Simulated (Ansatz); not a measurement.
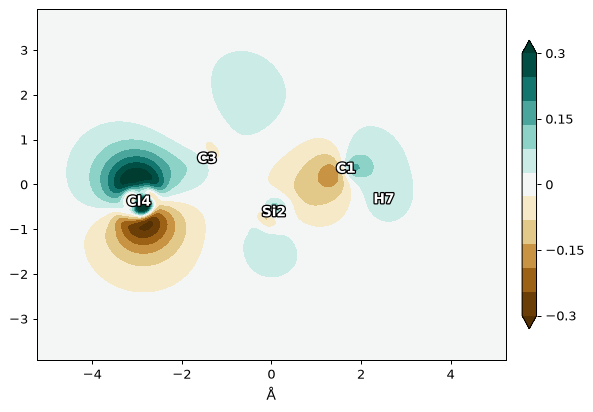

The picture shows: C2H6Cl2Si. The HOMO−1 on the plane of atoms Si2, C1 and H7 (values in Å⁻³ᐟ²; the overall sign is arbitrary).

Theory: RKS PBE0/def2-mTZVP (Ansatz).

Input file:

```
crystal:
  periodic: [false, false, false]
  atoms:
    - { symbol: C, position_ang: [-0.9233, 1.0791, 0.5092] }
    - { symbol: Si, position_ang: [0.4954, -0.0029, 0.554] }
    - { symbol: C, position_ang: [0.5869, -1.1443, -0.8964] }
    - { symbol: Cl, position_ang: [1.97525, -0.86784, -1.81438] }
    - { symbol: Cl, position_ang: [0.47893, -2.84048, -0.36768] }
    - { symbol: H, position_ang: [-0.9533, 1.7743, -0.3952] }
    - { symbol: H, position_ang: [-0.9672, 1.7832, 1.3762] }
    - { symbol: H, position_ang: [-1.8681, 0.5728, 0.4783] }
    - { symbol: H, position_ang: [0.4592, -0.7547, 1.87] }
    - { symbol: H, position_ang: [1.7308, 0.8359, 0.6776] }
    - { symbol: H, position_ang: [-0.27821, -0.94634, -1.57112] }
basis:
  gaussian: { orbitals: def2-mTZVP }
hamiltonian:
  xc: pbe0
relax:
  f_tol: 0.015
  max_steps: 40
output:
  orbitals: {}
```

Command:

```sh
ansatz run input.yaml --threads 2 --pin off --max-ram 3072MiB --backend cpu --events-out ev --progress --plain --runs-dir out
```

The fields are those of the relaxed geometry.

> Where does this orbital lie, and at what energy?

Its weight (Hirshfeld) is mainly on Cl4 (about 50 %) and Cl5 (about 45 %); largely a combination of lone pairs on Cl4 and Cl5. Its energy is −8.73 eV.
